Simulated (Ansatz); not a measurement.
# Alloy of MgO and MnO (29 of 32 Mg sites exchanged), 64 atoms with displaced atoms, part 2 of 3

Ansatz 0.2.0, PAW. The steps go on from the part before.

**3. HSE06 on the same atoms**

Input file in.yaml:

```yaml
crystal:
  lattice:
    - [8.710807, 0.000000, 0.000000]
    - [0.000000, 8.710807, 0.000000]
    - [0.000000, 0.000000, 8.710807]
  atoms:
    - { symbol: O, position: [0.235420, 0.001755, 0.996895] }
    - { symbol: O, position: [0.255798, 0.012419, 0.511929] }
    - { symbol: O, position: [0.275919, 0.478050, 0.989903] }
    - { symbol: O, position: [0.236755, 0.483935, 0.485585] }
    - { symbol: O, position: [0.747496, 0.989079, 0.985608] }
    - { symbol: O, position: [0.745389, 0.963741, 0.530149] }
    - { symbol: O, position: [0.747787, 0.515791, 0.990520] }
    - { symbol: O, position: [0.730619, 0.486153, 0.507309] }
    - { symbol: O, position: [0.988895, 0.242693, 0.989972] }
    - { symbol: O, position: [0.980435, 0.233056, 0.501650] }
    - { symbol: O, position: [0.977842, 0.764019, 0.987549] }
    - { symbol: O, position: [0.974282, 0.756499, 0.497423] }
    - { symbol: O, position: [0.493311, 0.242306, 0.985913] }
    - { symbol: O, position: [0.483820, 0.244880, 0.498056] }
    - { symbol: O, position: [0.536355, 0.744775, 0.011012] }
    - { symbol: O, position: [0.492077, 0.754325, 0.490805] }
    - { symbol: O, position: [0.006591, 0.025379, 0.262177] }
    - { symbol: O, position: [0.985848, 0.996766, 0.735198] }
    - { symbol: O, position: [0.000527, 0.492273, 0.243535] }
    - { symbol: O, position: [0.006426, 0.493932, 0.749868] }
    - { symbol: O, position: [0.486670, 0.020877, 0.239384] }
    - { symbol: O, position: [0.509823, 0.987696, 0.760098] }
    - { symbol: O, position: [0.531364, 0.461878, 0.249542] }
    - { symbol: O, position: [0.517942, 0.518321, 0.747222] }
    - { symbol: O, position: [0.255441, 0.242898, 0.233020] }
    - { symbol: O, position: [0.244369, 0.264646, 0.760608] }
    - { symbol: O, position: [0.238125, 0.768710, 0.256449] }
    - { symbol: O, position: [0.252094, 0.760545, 0.738095] }
    - { symbol: O, position: [0.746457, 0.254978, 0.236812] }
    - { symbol: O, position: [0.752630, 0.261374, 0.772211] }
    - { symbol: O, position: [0.757537, 0.764067, 0.261608] }
    - { symbol: O, position: [0.740001, 0.743856, 0.744610] }
    - { symbol: Mn, position: [0.996213, 0.003030, 0.996348], spin: 4.534 }
    - { symbol: Mn, position: [0.005474, 0.010174, 0.511753], spin: -4.466 }
    - { symbol: Mn, position: [0.997345, 0.473491, 0.008871], spin: -4.466 }
    - { symbol: Mn, position: [0.996530, 0.489274, 0.516775], spin: 4.534 }
    - { symbol: Mn, position: [0.476712, 0.991898, 0.986331], spin: -4.466 }
    - { symbol: Mn, position: [0.490845, 0.488107, 0.018970], spin: 4.534 }
    - { symbol: Mn, position: [0.488210, 0.502487, 0.510034], spin: -4.466 }
    - { symbol: Mn, position: [0.226712, 0.247931, 0.002335], spin: -4.466 }
    - { symbol: Mn, position: [0.262435, 0.255511, 0.499545], spin: 4.534 }
    - { symbol: Mn, position: [0.241074, 0.724505, 0.984295], spin: 4.534 }
    - { symbol: Mn, position: [0.269060, 0.779902, 0.499160], spin: -4.466 }
    - { symbol: Mn, position: [0.736433, 0.247477, 0.011982], spin: 4.534 }
    - { symbol: Mn, position: [0.736766, 0.267310, 0.501195], spin: -4.466 }
    - { symbol: Mn, position: [0.737870, 0.780281, 0.985391], spin: -4.466 }
    - { symbol: Mn, position: [0.746972, 0.743885, 0.482043], spin: 4.534 }
    - { symbol: Mn, position: [0.245984, 0.975679, 0.263337], spin: -4.466 }
    - { symbol: Mn, position: [0.231399, 0.003763, 0.769510], spin: 4.534 }
    - { symbol: Mn, position: [0.242638, 0.514976, 0.240159], spin: 4.534 }
    - { symbol: Mn, position: [0.711388, 0.018083, 0.234108], spin: 4.534 }
    - { symbol: Mn, position: [0.774112, 0.990211, 0.729447], spin: -4.466 }
    - { symbol: Mn, position: [0.764734, 0.509371, 0.241782], spin: -4.466 }
    - { symbol: Mn, position: [0.756243, 0.488919, 0.768667], spin: 4.534 }
    - { symbol: Mn, position: [0.003352, 0.263425, 0.255926], spin: -4.466 }
    - { symbol: Mn, position: [0.990938, 0.718101, 0.254100], spin: 4.534 }
    - { symbol: Mn, position: [0.995571, 0.771002, 0.738282], spin: -4.466 }
    - { symbol: Mn, position: [0.486868, 0.238138, 0.270496], spin: 4.534 }
    - { symbol: Mn, position: [0.487680, 0.240424, 0.738162], spin: -4.466 }
    - { symbol: Mn, position: [0.515565, 0.771095, 0.225769], spin: -4.466 }
    - { symbol: Mn, position: [0.484444, 0.731536, 0.732927], spin: 4.534 }
    - { symbol: Mg, position: [0.481895, 0.015152, 0.471575] }
    - { symbol: Mg, position: [0.231603, 0.513796, 0.733163] }
    - { symbol: Mg, position: [0.001989, 0.245509, 0.736425] }
  symmetry: { detect: false }
kpoints:
  mp_grid: { grid: [1, 1, 1], shift: [0.25, 0.25, 0.25] }
hamiltonian:
  xc: hse06
magnetization:
  spin_polarized: true
scf:
  occupations: { method: fermi_dirac, width: 0.01 }
output:
  forces: true
  eigenvalues: true
  populations: true
  eigenstates: { kpoints: [[0.25, 0.25, 0.25]], e_range: [-6.0, 6.0], localisation: true }
```

Run with:

```
> ansatz run in.yaml --threads 4 --pin off --max-ram 42750MiB --runs-dir r --events-out ev --progress --plain --backend cuda --devices 0, --max-vram 37GiB
```

The log of the run:

```text
Pseudopotentials: kind: paw
Functional definition: HSE06
  parameter a = 0.25
  parameter omega = 0.11/bohr
  exchange = pbe_x - a*pbe_x_sr(omega) + a*exact_x_sr(omega)
  correlation = pbe_c
Crystal: 64 atoms, lattice volume = 660.960 Å³
Basis set: ecut = 420 eV, 12965 PW (Γ), exchange–correlation on 120×120×120 points (8 copies of the dense FFT grid, shifted against one another)
Bands: 473, of which v1, the nominal top of the filled ones, is band 329 counted from 1 (328 counted from 0)
Symmetry: 1 space group operations
k-points: 1
Non-local potential: O, projectors of the file, l = 0: 2, l = 1: 2, l = 2: 1
Non-local potential: Mn, projectors of the file, l = 0: 3, l = 1: 2, l = 2: 3, l = 3: 1
Non-local potential: Mg, projectors of the file, l = 0: 3, l = 1: 2, l = 2: 1
PAW form: soft (Blöchl's): semilocal exchange-correlation on the pseudo side does not see the compensation charge
PAW frozen core: O, regenerated for the run's functional, and the local potential with it (the file was generated under x = pbe(κ = 0.804, μ = 0.2195149727645171), c = pbe(β = 0.06672455060314922))
PAW frozen core: Mn, regenerated for the run's functional, and the local potential with it (the file was generated under x = pbe(κ = 0.804, μ = 0.2195149727645171), c = pbe(β = 0.06672455060314922))
PAW frozen core: Mg, regenerated for the run's functional, and the local potential with it (the file was generated under x = pbe(κ = 0.804, μ = 0.2195149727645171), c = pbe(β = 0.06672455060314922))
PAW one-centre angular grid: O, 110 points (default); XC on 96 Gauss nodes
PAW one-centre angular grid: Mn, 590 points (default); XC on 64 Gauss nodes
PAW one-centre angular grid: Mg, 110 points (default); XC on 96 Gauss nodes
Initial density: superposition of atomic densities (chi_scale 0.1, normalization cell, long waves kept (reshape's long-wave potential 0.36 eV rms))
Starting moments: Σ|m| = 130.466 μB on 29 of 64 sites
Initial wavefunctions: pseudopotential atomic-orbital guess
Functional: x = pbe(κ = 0.804, μ = 0.2195149727645171), c = pbe(β = 0.06672455060314922), warm-up for x = pbe(κ = 0.804, μ = 0.2195149727645171) + 0.25 (exact − pbe) at short range (hse, ω = 0.20786987370883472 Å⁻¹), c = pbe(β = 0.06672455060314922); HSE06 as pw.x's `hse` composes it (authors' and Libxc's form: `xc: wpbeh`)
SCF iter   1: F=—  HF=-137062.199920 eV  |F-HF|=—  |Δ(HF+E_count)|=         —  Δρ=1.99e-1 (↑1.84e-1 ↓1.99e-1)  dr2=9.72e2  dr2_m=4.26e1  M=-2.512 μB ∫|m|=97.211 μB  β_m=0.30  ethr=1.00e-1  ⟨swp⟩=5.0  Hψ=2811  notcnv=0
preconditioner: auto → Kerker (q_TF=auto, 2.726 Å⁻¹)  [metal: Δε(μ)=0.015 eV  Ē_g=10.932 eV  σ=0.010 eV  W_gap=0.35  n_scr=250 (ndim 8)  ℏωp=28.9 eV  f_vac=0.000  D(μ)=58.27/eV (n_scr^D=738)]
spin=Collinear: Kerker preconditioning applied to the charge; magnetization (m = ρ↑ − ρ↓) channel mixes plain (no charge-response kernel on spin).
SCF iter   2: F=—  HF=-136995.985271 eV  |F-HF|=—  |Δ(HF+E_count)|=    6.62e1  Δρ=9.83e-2 (↑9.83e-2 ↓6.28e-2)  dr2=1.90e2  dr2_m=6.99e0  M=-5.453 μB ∫|m|=118.014 μB  β_m=0.30  ethr=1.00e-1  ⟨swp⟩=3.0  Hψ=1942  notcnv=0
preconditioner: auto → none  [insulator: Δε(μ)=0.025 eV  Ē_g=11.458 eV  σ=0.010 eV  W_gap=0.55  n_scr=250 (ndim 8)  ℏωp=28.9 eV  f_vac=0.000  D(μ)=35.09/eV (n_scr^D=340)]
SCF iter   3: F=—  HF=-137081.270005 eV  |F-HF|=—  |Δ(HF+E_count)|=    8.53e1  Δρ=2.58e-1 (↑1.37e-1 ↓2.58e-1)  dr2=1.65e3  dr2_m=8.49e1  M=2.731 μB ∫|m|=98.074 μB  β_m=0.30  ethr=2.89e-2  ⟨swp⟩=5.0  Hψ=2433  notcnv=0
SCF iter   4: F=—  HF=-137024.133327 eV  |F-HF|=—  |Δ(HF+E_count)|=    5.71e1  Δρ=1.78e-1 (↑1.78e-1 ↓1.59e-1)  dr2=1.15e3  dr2_m=3.77e1  M=5.339 μB ∫|m|=98.633 μB  β_m=0.30  ethr=2.89e-2  ⟨swp⟩=5.0  Hψ=2145  notcnv=0
SCF iter   5: F=—  HF=-136998.947326 eV  |F-HF|=—  |Δ(HF+E_count)|=    2.52e1  Δρ=1.16e-1 (↑1.16e-1 ↓8.44e-2)  dr2=4.47e2  dr2_m=7.27e0  M=-2.654 μB ∫|m|=107.340 μB  β_m=0.30  ethr=2.89e-2  ⟨swp⟩=4.0  Hψ=1997  notcnv=0
SCF iter   6: F=—  HF=-137009.539085 eV  |F-HF|=—  |Δ(HF+E_count)|=    1.06e1  Δρ=1.39e-1 (↑1.39e-1 ↓1.30e-1)  dr2=7.30e2  dr2_m=1.67e1  M=-4.386 μB ∫|m|=100.920 μB  β_m=0.30  ethr=2.89e-2  ⟨swp⟩=3.0  Hψ=1950  notcnv=0
SCF iter   7: F=—  HF=-136990.659591 eV  |F-HF|=—  |Δ(HF+E_count)|=    1.89e1  Δρ=6.75e-2 (↑6.75e-2 ↓6.74e-2)  dr2=1.72e2  dr2_m=6.27e0  M=-1.599 μB ∫|m|=109.312 μB  β_m=0.30  ethr=2.89e-2  ⟨swp⟩=3.0  Hψ=1898  notcnv=0
SCF iter   8: F=—  HF=-136991.904837 eV  |F-HF|=—  |Δ(HF+E_count)|=    1.25e0  Δρ=8.84e-2 (↑7.23e-2 ↓8.84e-2)  dr2=2.21e2  dr2_m=1.11e1  M=1.062 μB ∫|m|=111.383 μB  β_m=0.30  ethr=2.62e-2  ⟨swp⟩=2.0  Hψ=1892  notcnv=0
SCF iter   9: F=—  HF=-136989.770476 eV  |F-HF|=—  |Δ(HF+E_count)|=    2.13e0  Δρ=6.42e-2 (↑6.42e-2 ↓5.69e-2)  dr2=7.89e1  dr2_m=1.14e1  M=-1.700 μB ∫|m|=115.595 μB  β_m=0.30  ethr=2.62e-2  ⟨swp⟩=2.0  Hψ=1892  notcnv=0
SCF iter  10: F=—  HF=-136991.076016 eV  |F-HF|=—  |Δ(HF+E_count)|=    1.31e0  Δρ=6.25e-2 (↑6.25e-2 ↓5.05e-2)  dr2=7.93e1  dr2_m=8.21e0  M=-1.876 μB ∫|m|=117.714 μB  β_m=0.30  ethr=1.20e-2  ⟨swp⟩=2.5  Hψ=1893  notcnv=0
[... 6 lines left out ...]
spin-set hold released at iteration 15 (site moments contracting): the magnetisation degrees of freedom join the quasi-Newton model from the next iteration; the mixer history was flushed
[... 5 lines left out ...]
Initial density: handed on by an earlier stage of this run
Starting moments: Σ|m| = 130.466 μB on 29 of 64 sites; this step starts from the density that it was given
Initial wavefunctions: those handed on with the density
Functional: x = pbe(κ = 0.804, μ = 0.2195149727645171) + 0.25 (exact − pbe) at short range (hse, ω = 0.20786987370883472 Å⁻¹), c = pbe(β = 0.06672455060314922); HSE06 as pw.x's `hse` composes it (authors' and Libxc's form: `xc: wpbeh`)
Exchange kernel: α = 0.2500, screened, ω = 0.2079 Å⁻¹, Wigner–Seitz truncation, v(0) = 830.9651 eV·Å³, q-mesh 1×1×1, nearest image of the exchange supercell L = 8.71 Å, pair-density grid 45×45×45, without the augmentation charges, whose exchange is taken in its separable form (sized by the pseudopotential files, 60×60×60 at the most), smooth part of the exchange summed in real space on grids 60×60 [...]
Frozen-core exchange: fock
[... from here the SCF cycle lines were not kept, up to the last twenty ...]
preconditioner: auto → none  [insulator: Δε(μ)=1.511 eV  Ē_g=14.553 eV  σ=0.010 eV  W_gap=1.00  n_scr=250 (ndim 8)  ℏωp=28.9 eV  f_vac=0.000  D(μ)=0.00/eV (n_scr^D=0)]
hybrid outer 1: dexx = +2.764e0 eV, tail = 5.47e-3 eV
preconditioner: auto → none  [insulator: Δε(μ)=1.669 eV  Ē_g=14.683 eV  σ=0.010 eV  W_gap=1.00  n_scr=250 (ndim 8)  ℏωp=28.9 eV  f_vac=0.000  D(μ)=0.00/eV (n_scr^D=0)]
[... 4 lines left out ...]
SCF iter   6: F=—  HF=-136995.235162 eV  |F-HF|=—  |Δ(HF+E_count)|=   9.62e-8  Δρ=4.16e-6 (↑3.62e-6 ↓4.16e-6)  dr2=8.03e-8  dr2_m=6.36e-8  M=-5.000 μB ∫|m|=135.324 μB  β_m=0.57  ethr=1.46e-10  ⟨swp⟩=8.0  Hψ=2125  notcnv=0  defer=11
SCF iter   7: F=—  HF=-136995.235162 eV  |F-HF|=—  |Δ(HF+E_count)|=   1.03e-8  Δρ=1.89e-6 (↑1.84e-6 ↓1.89e-6)  dr2=2.47e-8  dr2_m=1.34e-8  M=-5.000 μB ∫|m|=135.324 μB  β_m=0.59  ethr=1.18e-11  ⟨swp⟩=7.5  Hψ=2496  notcnv=0  defer=13
SCF iter   8: F=—  HF=-136995.235162 eV  |F-HF|=—  |Δ(HF+E_count)|=  6.11e-10  Δρ=9.90e-7 (↑9.90e-7 ↓9.09e-7)  dr2=8.92e-9  dr2_m=3.05e-9  M=-5.000 μB ∫|m|=135.324 μB  β_m=0.62  ethr=8.16e-12 (applied; sched 3.59e-12)  ⟨swp⟩=4.5  Hψ=1671  notcnv=0  defer=19
SCF iter   9: F=—  HF=-136995.235162 eV  |F-HF|=—  |Δ(HF+E_count)|=   1.54e-9  Δρ=3.81e-7 (↑3.15e-7 ↓3.81e-7)  dr2=1.41e-9  dr2_m=4.61e-10  M=-5.000 μB ∫|m|=135.324 μB  β_m=0.61  ethr=8.33e-12 (applied; sched 1.33e-12)  ⟨swp⟩=4.5  Hψ=1676  notcnv=0  defer=20
SCF iter  10: F=-136995.235162 eV  HF=-136995.235162 eV  |F-HF|=1.16e-10  |Δ(HF+E_count)|=    0.00e0  Δρ=1.57e-7 (↑1.51e-7 ↓1.57e-7)  dr2=2.20e-10  dr2_m=8.45e-11  M=-5.000 μB ∫|m|=135.324 μB  ethr=7.89e-12 (applied; sched 1.00e-12)  ⟨swp⟩=12.0  Hψ=1662  notcnv=0
SCF 3 converged in 10 iterations: F = -136995.235162 eV  dr2 = 2.20e-10
  Residual-converged pass: ⟨swp⟩=3.0  Hψ=2148  notcnv=0  max |occ|·‖R‖ = 2.7e-7 eV (tolerance 4.5e-7 eV)  dr2=2.56e-10  dr2_m=9.97e-11  dr2_onsite=5.84e-11  max |Δocc| = 0.0e0
hybrid outer 2: dexx = +1.600e-4 eV, tail = 3.09e-6 eV, Δε = 1.48e-2 eV (about 4.24e-4 eV left of the loop's levels), ΔF = 9.70e-2 eV/Å (tail 1.29e-2)
SCF iter   1: F=—  HF=-136995.235158 eV  |F-HF|=—  |Δ(HF+E_count)|=         —  Δρ=3.09e-6 (↑2.75e-6 ↓3.09e-6)  dr2=7.08e-8  dr2_m=3.09e-8  M=-5.000 μB ∫|m|=135.324 μB  β_m=0.30  ethr=2.35e-9  ⟨swp⟩=4.0  Hψ=4129  notcnv=0
preconditioner: auto → none  [insulator: Δε(μ)=1.667 eV  Ē_g=14.683 eV  σ=0.010 eV  W_gap=1.00  n_scr=250 (ndim 8)  ℏωp=28.9 eV  f_vac=0.000  D(μ)=0.00/eV (n_scr^D=0)]
SCF iter   2: F=—  HF=-136995.235158 eV  |F-HF|=—  |Δ(HF+E_count)|=   8.18e-8  Δρ=2.60e-6 (↑2.09e-6 ↓2.60e-6)  dr2=1.90e-8  dr2_m=2.41e-8  M=-5.000 μB ∫|m|=135.324 μB  β_m=0.48  ethr=8.49e-12  ⟨swp⟩=6.5  Hψ=2128  notcnv=0  defer=8
SCF iter   3: F=—  HF=-136995.235158 eV  |F-HF|=—  |Δ(HF+E_count)|=   1.44e-8  Δρ=9.82e-7 (↑8.66e-7 ↓9.82e-7)  dr2=3.79e-9  dr2_m=3.43e-9  M=-5.000 μB ∫|m|=135.324 μB  β_m=0.59  ethr=8.06e-12 (applied; sched 2.71e-12)  ⟨swp⟩=5.0  Hψ=1687  notcnv=0  defer=12
SCF iter   4: F=—  HF=-136995.235158 eV  |F-HF|=—  |Δ(HF+E_count)|=   3.11e-9  Δρ=6.12e-7 (↑4.10e-7 ↓6.12e-7)  dr2=4.91e-9  dr2_m=6.84e-10  M=-5.000 μB ∫|m|=135.324 μB  β_m=0.50  ethr=7.96e-12 (applied; sched 1.00e-12)  ⟨swp⟩=12.0  Hψ=1640  notcnv=0
SCF iter   5: F=-136995.235158 eV  HF=-136995.235158 eV  |F-HF|=2.91e-10  |Δ(HF+E_count)|=   1.19e-9  Δρ=1.58e-7 (↑1.58e-7 ↓1.30e-7)  dr2=3.10e-10  dr2_m=4.57e-11  M=-5.000 μB ∫|m|=135.324 μB  ethr=7.99e-12 (applied; sched 1.00e-12)  ⟨swp⟩=10.5  Hψ=1622  notcnv=0
SCF 4 converged in 5 iterations: F = -136995.235158 eV  dr2 = 3.10e-10
  Residual-converged pass: ⟨swp⟩=3.0  Hψ=2185  notcnv=0  max |occ|·‖R‖ = 3.3e-7 eV (tolerance 4.4e-7 eV)  dr2=3.40e-10  dr2_m=6.43e-11  dr2_onsite=1.15e-10  max |Δocc| = 0.0e0
hybrid outer 3: dexx = +1.232e-7 eV, tail = 2.42e-9 eV, Δε = 6.77e-4 eV (about 2.74e-5 eV left of the loop's levels), ΔF = 1.92e-3 eV/Å (tail 3.16e-4)
NSCF: frozen V_eff on 1 k-points
this state was not tested for a lower state beside it, because the functional holds exact exchange (a hybrid, or Hartree-Fock), whose exchange loop this test does not read (fock_operator); the stability check (scf.self_checks: high) cannot read this state: a pseudopotential is PAW: the check reads norm-conserving sets alone
hybrid SCF converged: 3 outer / 22 inner (+41 warm-up), last move |dexx| = 1.23e-7 eV, tail = 2.42e-9 eV
Magnetization: -5.0000 μB (326.0000 up, 331.0000 down)
Absolute magnetization: 135.3597 μB (∫|ρ↑−ρ↓|, with the PAW one-centre terms)
Spin contamination: 68.2057 ħ² per cell (⟨S²⟩ above its minimum at these occupations)
Per-site moments (μB) at R_I (Å): [(0.010620273294577707, 0.817201167217327), (-0.09272022507052598, 0.8253104027155017), (0.05167727644650179, 0.7801417797687715), (0.05524658000254127, 0.8274672345891133), (0.021950999784511135, 0.751051894643764), (-0.043428083987080444, 0.7297429650891564), (-0.0006767372748787836, 0.8035650270959603), (-0.04522034987017742, 0.786965236266982), (-0.08695960725 [...]
Free energy (F): -136995.235158 eV
Harris-Foulkes:  -136995.235158 eV  (|F-HF|=2.91e-10)
Internal energy: -136995.235158 eV  (E = F + TS)
E sigma→0 (E₀):  -136995.235158 eV
Fermi energy:    14.367561 eV
--- Per-component energies (eV) ---
  E_band       = -9367.716549
  E_kinetic    = 14644.013788
  E_local      = -69832.474357  (includes V_loc(G=0)·N_el)
  E_nonlocal   = 9236.040769
  E_hartree    = 28001.849557
  E_xc         = -4561.261628
  E_vxc        = -5779.809475  (∫ρ·V_xc dr)
  E_exx        = -2730.686683  (= α·E_x^exact, valence–valence)
  E_paw        = -42329.716944  (= ΣΔE_a)
  E_vpaw       = -8177.892620  (= ΣTr[D̂ρ^β])
  E_aug_tail   = 0.077146  (compensation charges beyond the density's cutoff)
  E_ewald      = -69416.418709
  E_core_change = -6.658087  (= ΣΔE_core)
  E_smearing   = -0.000000  (= −TS)
  E_closure    = -0.000011  (closes the sum)
  Σ components = -136995.235158   (vs F -136995.235158, Δ=0.00e0)
--- Forces (eV/Å), atoms counted from 1 ---
  atom   1  O      0.44963077    -1.18423958     0.39180087
  atom   2  O      0.43422181     0.21447152    -0.15184778
  atom   3  O     -3.25703596     2.55386598    -0.07611683
[... 2 atoms left out ...]
  atom   6  O     -1.61648273     2.63810375    -5.29702412
[... 8 atoms left out ...]
  atom  15  O     -5.49169309    -0.55716282    -0.34868668
[... 2 atoms left out ...]
  atom  18  O      3.82309264     2.01915218     1.79062802
[... 8 atoms left out ...]
  atom  27  O      0.10949198    -4.47067330    -0.80370767
[... 18 atoms left out ...]
  atom  46  Mn     3.90467392    -3.22255209    -0.98071528
[... 1 atom left out ...]
  atom  48  Mn    -1.69383404     4.61292139    -1.70073931
[... 3 atoms left out ...]
  atom  52  Mn    -4.81366476     1.00077591     4.03516591
[... 12 atoms left out ...]
  max |Σ_I F_I| component: 1.93e-4 eV/Å
--- Band table (eV) ---
  k-point 0 ↑: bands = [... 316 lower levels ..., "11.8154", "11.9976", "12.1671", "12.2280", "12.3915", "12.4403", "12.5539", "12.6385", "12.7113", "12.9920", "15.2193", "15.8141", "15.8850", "15.9777", "16.1176", "16.2472", "16.2668", "16.3927", "16.4405", "16.5277", "16.5665", "16.6827", "16.7332", "16.7741", ... 133 higher levels ...]
  k-point 0 ↓: bands = [... 316 lower levels ..., "11.6078", "11.6473", "11.6599", "11.6925", "11.7722", "11.8083", "11.8272", "12.1045", "12.1456", "12.1797", "12.3525", "12.4938", "12.5517", "13.3769", "13.5348", "15.2019", "15.4247", "15.5040", "15.7891", "15.9395", "16.1071", "16.2442", "16.3766", "16.3971", ... 133 higher levels ...]
--- Löwdin populations: 64 sites ---
  site symbol       q [e]    m [muB]
     0      O      7.1051     0.0241
     1      O      7.1740    -0.1183
[... 62 atoms left out ...]
  spilling = 0.006251 (of n_electrons = 657.000000)
```

Wall time 1.7 min (1 × NVIDIA H100 80GB HBM3 with 4 threads of AMD EPYC 7R13, shared host); peak host memory 3 GiB.

Top filled level 13.535 eV, lowest empty level 15.202 eV: 1.67 eV apart at the single k point (¼, ¼, ¼).

Frontier states and how far they spread:

| level (eV) | spin | filling | atoms sharing it | main element | its share | largest atom |
| --- | --- | --- | --- | --- | --- | --- |
| -0.54 | up | 1.00 | 4.5 | Mn | 0.63 | Mn54 (0.44) |
| -0.16 | down | 1.00 | 3.2 | Mn | 0.68 | Mn52 (0.54) |
| 0.00 | down | 1.00 | 3.3 | Mn | 0.70 | Mn46 (0.53) |
| 1.67 | down | 0.00 | 9.6 | Mn | 0.68 | Mn42 (0.24) |
| 1.68 | up | 0.00 | 29.3 | Mn | 0.49 | – |
| 1.89 | down | 0.00 | 10.5 | Mn | 0.69 | Mn50 (0.22) |
| 1.97 | down | 0.00 | 7.2 | Mn | 0.72 | Mn42 (0.32) |
| 2.25 | down | 0.00 | 8.0 | Mn | 0.81 | Mn50 (0.26) |

Forces on the displaced atoms, rms: O 2.73, Mn 2.97, Mg 2.44 eV/Å; the largest is 6.36 eV/Å.

Against PBEsol, the force components have a slope of 1.471 and differ by 0.611 eV/Å rms.

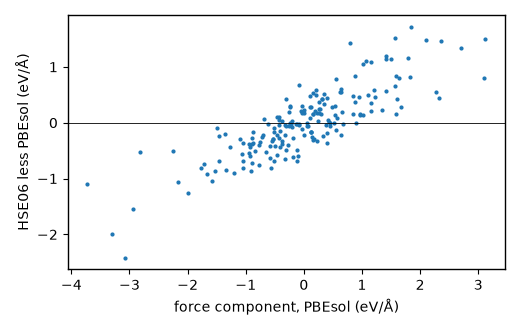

Change of each force component from PBEsol to HSE06.

Largest Löwdin moments: Mn50 +4.65, Mn59 -4.64, Mn36 +4.62, Mn42 +4.62, Mn39 -4.62, Mn55 -4.61.

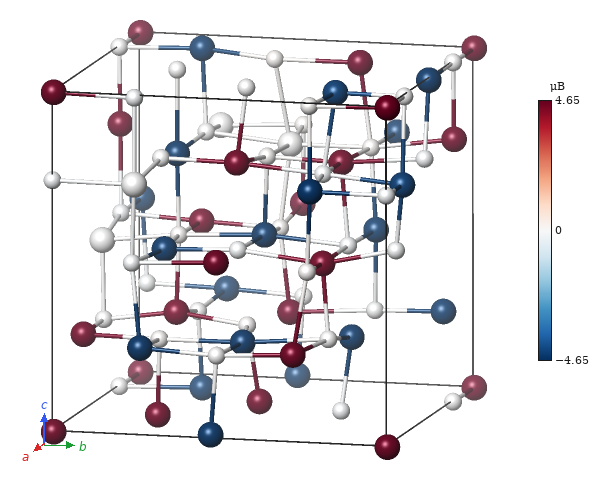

The cell with each atom coloured by its Löwdin moment.

(Continued in part 3 of 3.)
